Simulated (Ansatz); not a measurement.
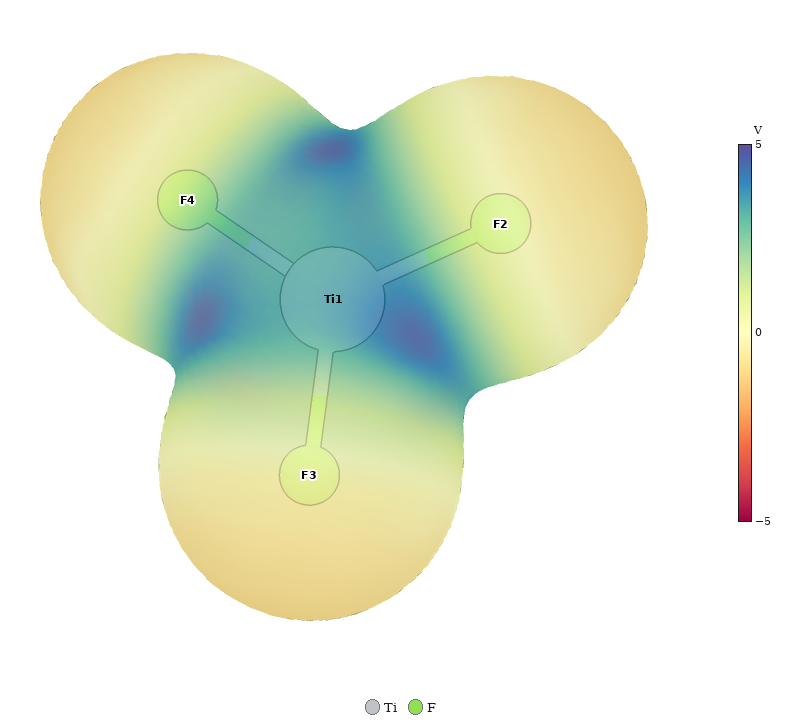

F$_{3}$Ti (doublet). The molecular electrostatic potential painted on the density surface at 0.004 e/bohr³, seen at a tilt; red is negative and blue positive.

Geometry: PBE0-D4/def2-TZVP.

All numbers below come from Ansatz, UKS PBE0-D4/def2-TZVP.

```xyz
4

Ti    0.0039   -0.0023    0.0026
F     0.4577   -0.8804   -1.4650
F    -1.1772   -0.6990    1.1207
F     0.7156    1.5817    0.3417
```

Where is the surface potential most negative and most positive?

The most negative region (about −1.0 V) lies over F2, F3 and F4, the most positive (about +4.6 V) over Ti1.
